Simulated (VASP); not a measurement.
Band structure of PbF₂ (fluorite). All values below come from revPBE GGA, VASP's PBE PAW potentials (set 64) (plane waves; VASP 6.6.1).

Unless said otherwise, spin-orbit coupling is left out, though it shifts the bands of the heavy elements here.

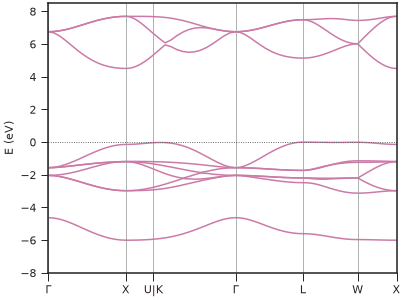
Figure. Bands along high-symmetry lines, zero at the valence-band maximum or, without a gap, the Fermi level

Problem. Read the plot: is there a gap, and where are the band edges?

Solution. The gap is indirect, 4.51 eV, from the valence maximum at L to the conduction minimum at X. (Edges off the drawn lines would not show.)

The compound is PbF2 in the fluorite structure, the β form. It was relaxed first, which changed the volume by +7 %.
